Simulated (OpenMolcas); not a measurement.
**A workflow on CF2 (SMILES F[C]F)**

We compute a series of 13 runs (HF/cc-pVDZ, CASSCF(8,7)/cc-pVDZ, MC-PDFT[trevPBE](8,7)/cc-pVDZ, SC-NEVPT2(8,7)/cc-pVDZ, CASPT2(8,7)/cc-pVDZ, MC-PDFT[tBLYP](8,7)/cc-pVDZ, PC-NEVPT2(8,7)/cc-pVDZ) of CF2. 

The results are computed with OpenMolcas 26.06.

1 further run of the same task is left out (it didn't finish).

**1. Starting point**

CF2 has 3 atoms, charge 0, and is taken as a singlet. As SMILES, `F[C]F`. The shape is that of a PBE0-D4/def2-TZVP optimisation.

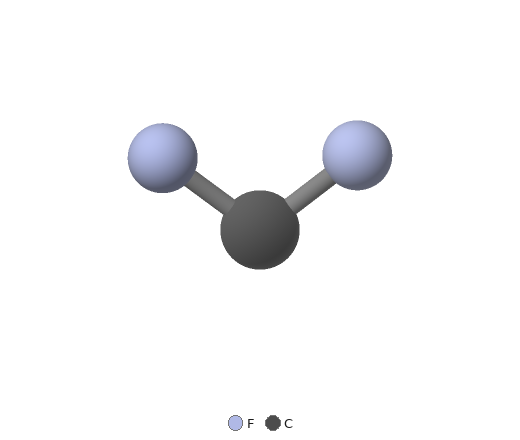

Viewed from a chosen angle; fluorine light blue, carbon dark grey.

**2. A single-point energy at HF/cc-pVDZ (run 1)**

File step1.input:

```
* CF2 Hartree-Fock
&GATEWAY
Coord
3
angstrom
F        0.316310       0.971410       0.281600
C        0.382340      -0.318520       0.175150
F       -0.698640      -0.652890      -0.456750
Basis=cc-pVDZ
Group=NoSym
&SEWARD
&SCF
PrOrbitals=1 1
```

Run with:

```sh
$ export MOLCAS_MEM=1860
$ pymolcas step1.input > step1.log
```

Log (excerpt; [...] marks lines left out):

```text
--- Start Module: gateway ---
[...]
--- Stop Module: gateway /rc=_RC_ALL_IS_WELL_ ---
--- Start Module: seward ---
[...]
      Basis functions           42
--- Stop Module: seward /rc=_RC_ALL_IS_WELL_ ---
--- Start Module: scf ---
[...]
       Convergence after  10 Iterations
[...]
::    Total SCF energy                               -236.6732222382
[...]
      Total spin, S                                     0.0000000000
[...]
      Total electronic charge=   24.000000
      Total            charge=   -0.000000
[...]
      Dipole Moment (debye):
      Origin of the operator (angstrom)=   -0.0535    0.0446   -0.0245
                   X= -2.1021E-01               Y=  1.7514E-01               Z= -9.6295E-02           Total=  2.9006E-01
      Quadrupole Moment (debye*angstrom):
[...]
--- Stop Module: scf /rc=_RC_ALL_IS_WELL_ ---
[...]
```

Run time: 1.2 s. Hardware: 1 thread of Intel Xeon 6975P-C (Granite Rapids), shared host; peak memory 0.38 GiB.

**3. The vertical excitations at CASSCF(8,7)/cc-pVDZ (6 states averaged) (run 2)**

File step2.input:

```
* CF2 CASSCF
&GATEWAY
Coord
3
angstrom
F        0.316310       0.971410       0.281600
C        0.382340      -0.318520       0.175150
F       -0.698640      -0.652890      -0.456750
Basis=cc-pVDZ
Group=NoSym
&SEWARD
&RASSCF
FileOrb=$CurrDir/step1.ScfOrb
Spin=1
Nactel=8 0 0
Inactive=8
Ras2=7
CIRoot=6 6 1
OrbListing=Few
OrbAppear=Compact
```

Run with:

```sh
$ export MOLCAS_MEM=1860
$ pymolcas step2.input > step2.log
```

Log (excerpt; [...] marks lines left out):

```text
--- Start Module: gateway ---
[...]
--- Stop Module: gateway /rc=_RC_ALL_IS_WELL_ ---
[...]
      Basis functions           42
[...]
      Number of active orbitals                  7
[...]
      Spin quantum number                      0.0
[...]
      Active orbitals                            7
[...]
      Number of CSFs                           490
[...]
      Number of root(s) required                 6
[...]
      Convergence after 17 iterations
[...]
      printout of CI-coefficients larger than  0.05 for root  1
      energy=    -236.701144
      conf/sym  1111111     Coeff  Weight
             1  2222000  -0.96758 0.93622
             3  2220200   0.10954 0.01200
             6  2220020   0.06748 0.00455
             7  222u00d  -0.06086 0.00370
            35  2u2udd0  -0.06244 0.00390
            51  u222d00   0.15656 0.02451
[...]
      Natural orbitals and occupation numbers for root  1
      sym 1:   1.988567   1.986789   1.993047   1.955066   0.048012   0.016575   0.011944
      Natural orbitals and occupation numbers for root  2
      sym 1:   1.996064   1.996008   1.995386   0.997481   1.003563   0.003094   0.008405
      Natural orbitals and occupation numbers for root  3
      sym 1:   1.999037   1.998782   0.999563   1.976420   1.001178   0.015881   0.009139
      Natural orbitals and occupation numbers for root  4
      sym 1:   1.931770   1.133236   1.976500   1.876439   0.934686   0.116354   0.031015
      Natural orbitals and occupation numbers for root  5
      sym 1:   1.952014   1.992434   1.996745   0.120197   1.914801   0.004382   0.019426
      Natural orbitals and occupation numbers for root  6
      sym 1:   1.390455   1.908848   1.989328   1.628333   0.734031   0.045037   0.303967
      ************************************************************************************************************************
      *                                                    Final results                                                     *
[...]
::    RASSCF root number  1 Total energy:   -236.70114393
::    RASSCF root number  2 Total energy:   -236.48789266
::    RASSCF root number  3 Total energy:   -236.33433363
::    RASSCF root number  4 Total energy:   -236.32829768
::    RASSCF root number  5 Total energy:   -236.28668667
::    RASSCF root number  6 Total energy:   -236.23339695
[...]
      Total electronic charge=   24.000000
      Total            charge=   -0.000000
[...]
```

Wall time 2.6 s (1 thread of Intel Xeon 6975P-C (Granite Rapids), shared host); peak memory 0.38 GiB.

The roots found:

```tsv
excited state	energy (eV)
1	5.803
2	9.981
3	10.146
4	11.278
5	12.728
```

**4. The triplet: a single-point energy at MC-PDFT[trevPBE](8,7)/cc-pVDZ (run 3)**

File step3.inp:

```
* CF2 MC-PDFT
>>> EXPORT MOLCAS_PRINT=2

&GATEWAY
 Coord
 3
 angstrom
 F        0.316310       0.971410       0.281600
 C        0.382340      -0.318520       0.175150
 F       -0.698640      -0.652890      -0.456750
 Basis=cc-pVDZ
 Group=NoSym

&SEWARD

&RASSCF
 FileOrb=$CurrDir/step2.RasOrb
 Spin=3
 Nactel=8 0 0
 Inactive=8
 Ras2=7
 OrbListing=Few
 OrbAppear=Compact

&MCPDFT
 KSDFT=T:revPBE
```

Run with:

```sh
$ export MOLCAS_MEM=1860
$ pymolcas step3.inp > step3.log
```

Log (excerpt; [...] marks lines left out):

```text
--- Start Module: gateway ---
[...]
--- Stop Module: gateway /rc=_RC_ALL_IS_WELL_ ---
[...]
      Basis functions           42
[...]
--- Start Module: rasscf ---
[...]
      Number of active orbitals                  7
[...]
      Spin quantum number                      1.0
[...]
      Active orbitals                            7
[...]
      Number of CSFs                           588
[...]
      Number of root(s) required                 1
[...]
      Convergence after 46 iterations
[...]
      printout of CI-coefficients larger than  0.05 for root  1
      energy=    -236.658824
      conf/sym  1111111     Coeff  Weight
             1  222uu00  -0.98856 0.97724
           131  220uu02   0.05319 0.00283
      Natural orbitals and occupation numbers for root  1
      sym 1:   1.996597   1.982666   1.977618   1.001541   1.003063   0.018181   0.020335
      ************************************************************************************************************************
      *                                                    Final results                                                     *
[...]
::    RASSCF root number  1 Total energy:   -236.65882388
[...]
      Total electronic charge=   24.000000
      Total            charge=   -0.000000
[...]
      Dipole Moment (debye):
      Origin of the operator (angstrom)=   -0.0535    0.0446   -0.0245
                   X=  8.3322E-01               Y= -7.4853E-01               Z=  3.7561E-01           Total=  1.1814E+00
      Quadrupole Moment (debye*angstrom):
[...]
--- Stop Module: rasscf /rc=_RC_ALL_IS_WELL_ ---
[...]
--- Start Module: mcpdft ---
[...]
 ###    WARNING: Deprecation warning: KSDF should be replaced                ###
 ###    with FUNC keyword                                                    ###
 ###############################################################################
[...]
::    MCPDFT root number  1 Total energy:   -237.49206212
--- Stop Module: mcpdft /rc=_RC_ALL_IS_WELL_ ---
[...]
```

It took 3.3 s on 1 thread of Intel Xeon 6975P-C (Granite Rapids), shared host; peak memory 0.38 GiB.

Runs 4 to 12 aren't shown in full; the table further down has their settings and results.

**5. The excited states at PC-NEVPT2(8,7)/cc-pVDZ (pt2 variant QD-PC-NEVPT2, 6 states averaged) (run 13)**

File step13.inp:

```
&GATEWAY
  Coord
  3
  angstrom
  F        0.316310       0.971410       0.281600
  C        0.382340      -0.318520       0.175150
  F       -0.698640      -0.652890      -0.456750
  Basis=cc-pVDZ
  Group=NoSym

&SEWARD

&RASSCF
  FileOrb=$CurrDir/step2.RasOrb
  Spin=1
  Nactel=8 0 0
  Inactive=8
  Ras2=7
  CIRoot=6 6 1
  OrbListing=Few
  OrbAppear=Compact

&CASPT2
  PC-NEVPT2
  Multistate=all
```

Run with:

```sh
$ export MOLCAS_MEM=1860
$ pymolcas step13.inp > step13.log
```

Log (excerpt; [...] marks lines left out):

```text
--- Start Module: gateway ---
[...]
--- Stop Module: gateway /rc=_RC_ALL_IS_WELL_ ---
[...]
      Basis functions           42
[...]
      Number of active orbitals                  7
[...]
      Spin quantum number                      0.0
[...]
      Active orbitals                            7
[...]
      Number of CSFs                           490
[...]
      Number of root(s) required                 6
[...]
      Convergence after  5 iterations
[...]
      printout of CI-coefficients larger than  0.05 for root  1
      energy=    -236.701143
      conf/sym  1111111     Coeff  Weight
             1  2222000  -0.96758 0.93622
             3  2220200   0.10954 0.01200
             6  2220020   0.06747 0.00455
             7  222u00d  -0.06086 0.00370
            35  2u2udd0  -0.06245 0.00390
            51  u222d00   0.15656 0.02451
[...]
      Natural orbitals and occupation numbers for root  1
      sym 1:   1.988567   1.986790   1.993048   1.955066   0.048012   0.016573   0.011944
      Natural orbitals and occupation numbers for root  2
      sym 1:   1.996064   1.996008   1.995387   0.997481   1.003563   0.003094   0.008404
      Natural orbitals and occupation numbers for root  3
      sym 1:   1.999037   1.998781   0.999563   1.976420   1.001178   0.015880   0.009140
      Natural orbitals and occupation numbers for root  4
      sym 1:   1.931769   1.133244   1.976504   1.876427   0.934680   0.116365   0.031012
      Natural orbitals and occupation numbers for root  5
      sym 1:   1.952019   1.992434   1.996746   0.120185   1.914810   0.004382   0.019424
      Natural orbitals and occupation numbers for root  6
      sym 1:   1.390439   1.908844   1.989329   1.628357   0.734052   0.045039   0.303940
      ************************************************************************************************************************
      *                                                    Final results                                                     *
[...]
::    RASSCF root number  1 Total energy:   -236.70114274
::    RASSCF root number  2 Total energy:   -236.48789306
[...]
      Total electronic charge=   24.000000
      Total            charge=   -0.000000
[...]
::    QD-SC-NEVPT2 Root  3     Total energy:   -236.84956475
::    QD-SC-NEVPT2 Root  4     Total energy:   -236.79253358
::    QD-SC-NEVPT2 Root  5     Total energy:   -236.79156558
::    QD-SC-NEVPT2 Root  6     Total energy:   -236.71147757
[...]
```

It took 4.8 s on 1 thread of Intel Xeon 6975P-C (Granite Rapids), shared host; peak memory 0.38 GiB.

The roots found:

```tsv
excited state	energy (eV)
1	5.144
2	8.782
3	10.335
4	10.366
5	12.498
```

**6. Overview of the runs**

```tsv
run	level	starting guess	task	partner	energy (Eh)	dipole moment (D) of the reference	wall time
1	HF/cc-pVDZ	–	energy	base	-236.673222	0.29	1.2 s
2	CASSCF(8,7)/cc-pVDZ (6 states averaged)	orbitals of step 1	excited	base	-236.701144	0.47	2.6 s
3	MC-PDFT[trevPBE](8,7)/cc-pVDZ	orbitals of step 2	energy	triplet	-237.492062	1.18	3.3 s
4	SC-NEVPT2(8,7)/cc-pVDZ (pt2 variant SC-NEVPT2)	orbitals of step 2	energy	C2–F3 1.17 Å	-237.116652	1.16	2.5 s
5	CASPT2(8,7)/cc-pVDZ (ipea shift 0.25 Eh, pt2 variant XMS, real shift 0.2 Eh, 6 states averaged)	orbitals of step 2	excited	base	-237.172986	0.47	3.9 s
6	MC-PDFT[tBLYP](8,7)/cc-pVDZ (hybrid share 0.25, 6 states averaged)	orbitals of step 2	excited	base	-237.409827	–	2.9 s
7	CASSCF(8,7)/cc-pVDZ (PCM toluene, 6 states averaged)	orbitals of step 2	excited	base	-236.701698	0.50	4.5 s
8	CASSCF(8,7)/cc-pVDZ (6 states averaged)	orbitals of step 2	excited	base	-236.701143	0.47	2.6 s
9	CASSCF(8,7)/cc-pVDZ (root 2, 6 states averaged)	orbitals of step 2	optimise	base	-236.553113	–	33 s
10	CASPT2(8,7)/cc-pVDZ (ipea shift 0.25 Eh, pt2 variant RMS, 6 states averaged)	orbitals of step 2	excited	base	-237.167681	0.47	4.5 s
11	CASSCF(8,7)/cc-pVDZ	orbitals of step 2	optimise	base	-236.764296	0.57	6.6 s
12	CASSCF(8,7)/cc-pVDZ (root 3, 6 states averaged)	orbitals of step 2	gradient	base	-236.334337	–	2.7 s
13	PC-NEVPT2(8,7)/cc-pVDZ (pt2 variant QD-PC-NEVPT2, 6 states averaged)	orbitals of step 2	excited	base	-237.177135	0.47	4.8 s
```

**7. What came out**

| quantity | value |
| --- | --- |
| run 13, PC-NEVPT2(8,7)/cc-pVDZ: energy of the lowest of 6 roots | -237.17714 Eh |
| run 13, PC-NEVPT2(8,7)/cc-pVDZ: dipole moment (CASSCF density) | 0.47 D |
| run 13, PC-NEVPT2(8,7)/cc-pVDZ: lowest excitation energy within this active space | 5.14 eV |
| energy change from gas to solvent at fixed shape | -0.015 eV |

The solvent model (PCM, toluene) lowers the energy by 0.02 eV (−1.5 kJ/mol) at the same shape. It holds the electrostatic part alone, without cavity or dispersion terms. All runs together took 75 s, the longest 33 s.
